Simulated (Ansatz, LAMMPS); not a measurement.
# Forces and charges in liquid (Cs,Li)Cl at 1500 K (108 atoms), part 2 of 2

What does DFT give for liquid (Cs,Li)Cl at 1500 K (108 atoms) as built?

Ansatz 0.2.0; Kohn-Sham DFT, PBE, PAW (set soft_2), plane waves.

The cell: 37 Cs, 17 Li and 54 Cl. The network of bonds at the start is that of the classical potential that made the cell. The ion parameters were fitted for water, not for melts. Only the Γ point is sampled, in a cell whose shortest periodic width is 19 Å. No spin–orbit coupling is included.

So far. Step 3 (Plane-wave single point): About 35 of the 762 electrons lie in deeper levels, below the stored range.

## 3. Plane-wave single point (continued)

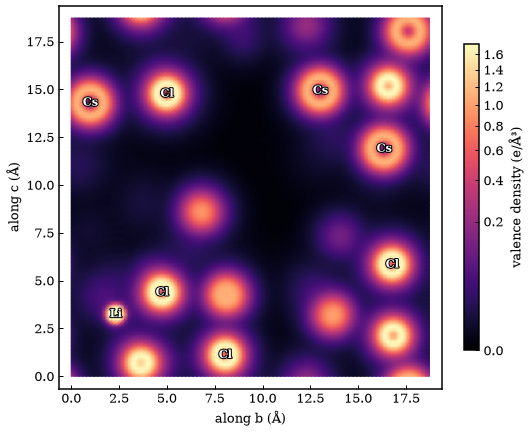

Valence density in the bc plane at fractional x = 0.220, with atoms of Cs and Li and Cl within 0.2 Å of it. It is the smooth field of the valence electrons, not physical close to the nuclei. The colour scale is stretched toward low values.

Mean Löwdin charges: Cl -0.74, Cs +0.87, Li +0.73 e (they miss 0.57 % of the electrons, so they add up to more than the cell's charge). The largest share in the top eV of filled states is Cl p (97 % of the projected weight), and in the lowest eV of empty states Cs s (78 % of the projected weight).

## 4. Structure statistics

Bonds and neighbours are counted at the geometry of the runs.

Density 1.76 g/cm³, 60.80 Å³ an atom.

g(r), total and by pair (bins of 0.2 Å):

```csv
r (Å),total,Cl-Cl,Cl-Cs,Cl-Li,Cs-Cs,Cs-Li,Li-Li
2.10,0.09,0.00,0.00,0.60,0.00,0.00,0.00
2.30,1.08,0.00,0.00,6.90,0.00,0.00,0.00
2.50,1.50,0.00,0.00,9.53,0.00,0.00,0.00
2.70,0.85,0.00,0.17,4.69,0.00,0.00,2.35
2.90,1.05,0.00,2.12,2.04,0.00,0.00,0.00
3.10,1.53,0.00,3.79,0.88,0.00,0.00,3.71
3.30,1.16,0.00,3.02,0.25,0.00,0.00,3.27
3.50,1.43,0.88,3.10,0.68,0.00,0.35,0.00
3.70,1.21,1.55,1.73,0.41,0.57,0.31,2.65
3.90,0.94,1.39,1.05,0.36,0.73,0.53,1.21
4.10,1.20,1.60,0.55,0.34,1.15,1.70,9.58
4.30,0.97,1.25,0.49,1.07,1.03,1.34,1.91
4.50,0.99,1.14,0.46,0.83,1.50,1.85,1.75
4.70,1.03,1.29,0.59,0.39,1.75,1.31,4.06
4.90,1.08,1.71,0.76,0.58,1.11,1.38,0.78
5.10,0.66,0.48,0.45,1.00,0.74,1.27,0.00
5.30,0.92,1.21,0.56,0.80,1.48,0.90,1.29
5.50,1.03,1.25,0.73,0.85,1.62,0.82,2.37
5.70,0.92,0.82,0.76,0.97,0.82,1.52,1.65
5.90,1.01,1.19,0.56,1.14,1.34,1.68,0.00
6.10,1.12,0.67,1.12,1.67,1.95,0.44,0.99
6.30,0.96,1.23,0.82,1.50,1.06,0.11,0.00
6.50,1.15,1.15,1.21,1.62,0.99,0.39,1.26
6.70,1.01,1.27,1.17,0.95,0.59,0.46,0.81
6.90,1.08,0.86,1.31,1.25,0.81,0.96,0.78
7.10,0.99,0.89,1.16,0.80,1.14,0.83,1.06
7.30,1.09,1.04,1.30,0.91,1.21,0.79,0.69
7.50,1.04,1.08,1.07,1.47,0.54,0.67,1.61
```

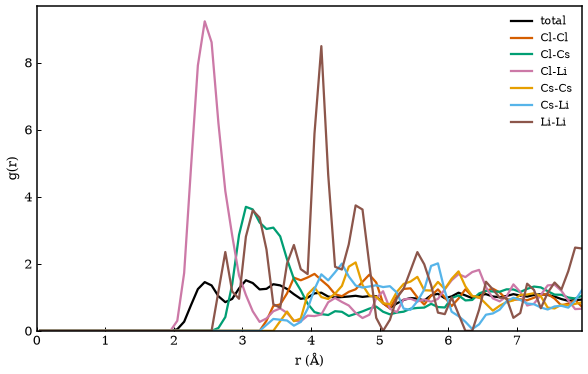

Pair distribution functions, lightly smoothed.

Bonds by pair of elements; cutoffs follow the first minimum of g(r), held within bounds set by covalent radii, and pairs that aren't listed don't count as bonded (cutoffs were set anew for this text, so counts can differ from the run's own analysis):

```csv
pair A-B,cutoff (Å),bonds,mean length (Å),spread (Å),shortest (Å),B about A,A about B
Cl-Cs,4.05,129,3.38,0.301,2.80,2.39,3.49
Cl-Li,3.06,53,2.54,0.2,2.19,0.981,3.12
```

The cutoff for Cl-Li falls short of the minimum of g(r), so counts run low and odd coordinations can be artefacts.

How many atoms have how many bonded neighbours:

```csv
element,mean,1,2,3,4,5
Cl,3.37,1,5,25,19,4
Cs,3.49,0,3,16,15,3
Li,3.12,0,4,7,6,0
```

Bond angles, per cent of each kind in bins of 5°:

```csv
angle (°),Cl-Cs-Cl,Cs-Cl-Cs,Cs-Cl-Li,Cl-Li-Cl,Li-Cl-Li
55–60,1.2,0.0,0.0,0.0,3.7
60–65,2.9,0.8,0.0,0.0,0.0
65–70,4.1,4.6,2.6,0.0,0.0
70–75,4.1,6.9,1.3,0.0,3.7
75–80,6.4,6.2,6.5,0.0,0.0
80–85,8.2,10.0,9.1,3.3,14.8
85–90,7.6,6.9,6.5,9.8,11.1
90–95,6.4,10.0,13.0,13.1,0.0
95–100,8.8,3.9,7.8,6.6,7.4
100–105,4.1,6.2,3.9,4.9,7.4
105–110,5.9,6.9,5.2,11.5,7.4
110–115,7.0,3.9,5.2,13.1,3.7
115–120,3.5,3.1,3.9,9.8,14.8
120–125,4.1,6.2,5.2,4.9,3.7
125–130,1.8,3.1,1.3,3.3,3.7
130–135,4.7,3.1,5.2,8.2,7.4
135–140,3.5,3.9,5.2,0.0,0.0
140–145,5.3,5.4,6.5,3.3,0.0
145–150,2.3,2.3,5.2,1.6,0.0
150–155,1.8,1.5,2.6,0.0,3.7
155–160,3.5,4.6,2.6,1.6,0.0
160–165,2.3,0.0,0.0,1.6,0.0
165–170,0.0,0.8,1.3,0.0,0.0
170–175,0.0,0.0,0.0,3.3,7.4
175–180,0.6,0.0,0.0,0.0,0.0
```

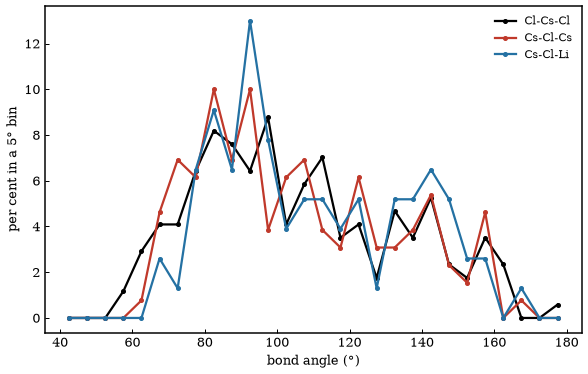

Distributions of the most common bond angles.

Bond angles (no mean is given where the spread exceeds 20°):

```csv
angle,count,mean (°),spread (°)
Cl-Cs-Cl,171,-,-
Cs-Cl-Cs,130,-,-
Cs-Cl-Li,77,-,-
Cl-Li-Cl,61,-,-
Li-Cl-Li,27,-,-
```

Bond length by coordination (bonds to H left out):

```csv
element,coordination,atoms,mean bond length (Å)
Cl,1,1,2.98
Cl,2,5,3.02
Cl,3,25,3.09
Cl,4,19,3.13
Cl,5,4,3.41
Cs,2,3,3.35
Cs,3,16,3.31
Cs,4,15,3.39
Cs,5,3,3.55
Li,2,4,2.62
Li,3,7,2.46
Li,4,6,2.59
```

First main peaks of g(r), for some of the pairs, lie near 3.1 Å (Cl-Cs) and 2.5 Å (Cl-Li).

The surroundings of Cl102, which bears the longest force, nearest first, numbered as they follow in the input and with coordinates relative to it.

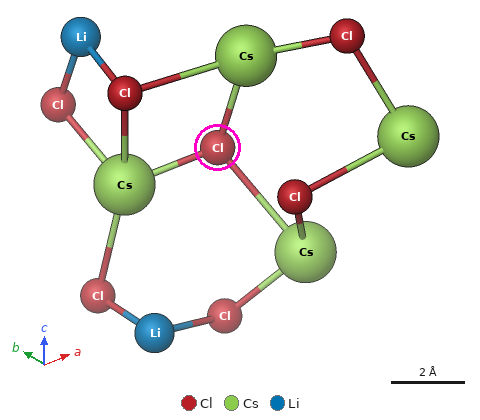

The atoms of the table, within 5.4 Å (arrows a, b, c point along x, y, z); some may hide others; the central atom is ringed.

```csv
atom,x,y,z,distance (Å),bonds,Löwdin charge (e),Fx,Fy,Fz (eV/Å)
Cl102,0.00,0.00,0.00,0.00,3,-0.77,1.65,-0.17,-0.14
Cs26,-2.59,0.84,-0.64,2.80,4,0.85,-1.33,-0.04,-0.68
Cs20,0.53,-0.59,2.95,3.05,3,0.87,-0.72,0.61,-0.19
Cl101,0.00,-3.44,-0.06,3.44,3,-0.75,-0.02,-0.66,0.72
Cs35,1.19,-2.39,-2.64,3.76,4,0.87,0.34,0.48,0.02
Cl55,-2.99,0.31,2.57,3.96,5,-0.74,-0.19,0.13,0.67
Cl96,-2.75,3.58,0.73,4.58,3,-0.75,-0.13,0.64,0.82
Cl98,-0.52,-0.98,-4.67,4.80,4,-0.68,-0.89,0.07,-0.83
Li46,-2.59,2.79,3.13,4.93,3,0.74,-0.08,-0.34,-0.57
Cl74,2.34,-2.78,3.90,5.33,4,-0.77,0.51,-0.60,-0.26
Cl103,-3.19,1.26,-4.10,5.35,4,-0.68,0.21,-0.01,-0.50
Cs18,3.51,-4.00,0.89,5.40,4,0.84,-0.11,0.35,0.59
Li54,-3.19,-1.27,-4.18,5.41,4,0.70,-0.45,0.43,-0.13
```

The column of bonds counts only the pairs Cl-Cs within 4.05 Å, Cl-Li within 3.06 Å; other neighbours, such as metal atoms beside each other in a compound, aren't counted, and periodic images can show an atom twice.

## 5. Outcome

```yaml
free_energy_per_atom: -2516.3803 eV/atom
pressure: 0.08649 GPa
r_m_s_force_component: 0.4528 eV/Å
spacing_of_highest_filled_and_lowest_empty_level: 2.454 eV
wall_time_of_the_1_dft_run: 76 s
```

**Reading.** Between filled and empty levels lie 2.45 eV (at Γ alone); a semilocal functional tends to put such gaps too low. In a disordered cell it changes from sample to sample and from frame to frame.

Caveats: The force components of 0.45 eV/Å r.m.s. come partly from thermal motion and partly from the difference between the classical potential and DFT. The pressure of a single frame lacks the kinetic term.

[Logs are printed without paths, hosts, clocks, repeated set-up lines and the standing remarks that a program may print on its own settings, such as how far it seeks lower states.]

[Hosts, paths, dates, database ids (printed as entryN), source tags and the programs' standing remarks are cut or masked in the printed files.]
